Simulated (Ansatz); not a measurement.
SrAl2Os (space group P-6m2, No. 187): coordinates from a relaxation with DFT PBE, scalar-relativistic, plane waves, PAW (Ansatz 0.2.0); the starting structure was generated, so it need not be a known form of this composition.

Space group P-6m2 (No. 187). a = 3.177 Å, b = 3.177 Å, c = 9.272 Å, α = 90.00°, β = 90.00°, γ = 120.00°

| atom | site | symmetry | x | y | z |
| --- | --- | --- | --- | --- | --- |
| Sr | 1d | -6m2 | 0.3333 | 0.6667 | 0.5000 |
| Al | 2g | 3m. | 0.0000 | 0.0000 | 0.8056 |
| Os | 1c | -6m2 | 0.3333 | 0.6667 | 0.0000 |

Bonds are taken as Al–Os below 2.9 Å; Sr is left out of the net, as the electropositive filling of the structure. The graph is simplified in the usual way: terminal and isolated atoms are pruned, two-connected atoms become edges.

What net does this leave?

The result is a binodal (3,6)-connected, two-periodic (layers) net: Al is a 3-connected node; Os is a 6-connected node, in the ratio 2:1. It is the net of the trigonal-prismatic layers of 2H-MoS2. The layers lie parallel to (001).

```json
{"node": "Al", "links": "3", "point symbol": "4^3", "coordination sequence": "3 13 9 24 15"}
{"node": "Os", "links": "6", "point symbol": "4^3.6^12", "coordination sequence": "6 6 18 12 30"}
```

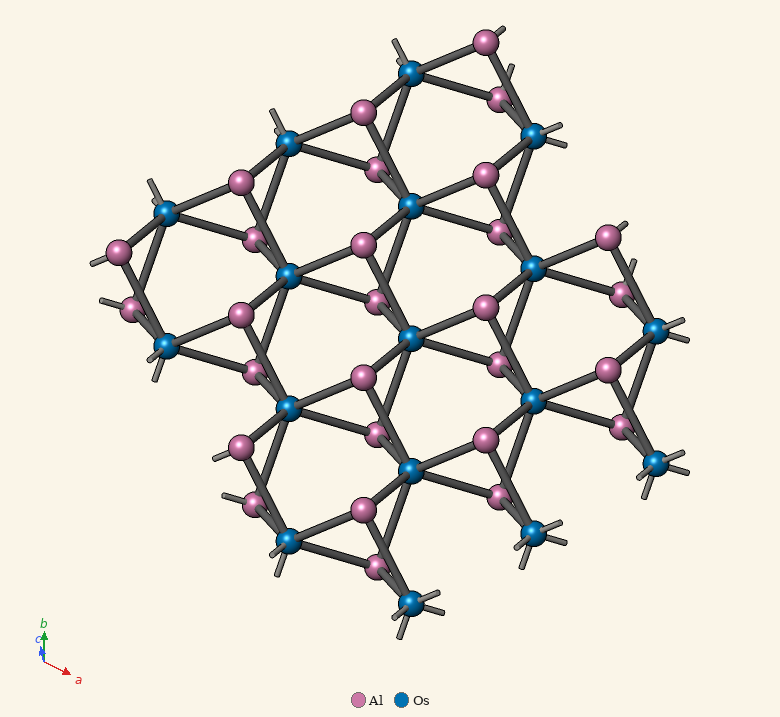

Nodes are coloured by topological kind. One layer is drawn. Short stubs are edges that leave the cut-out.
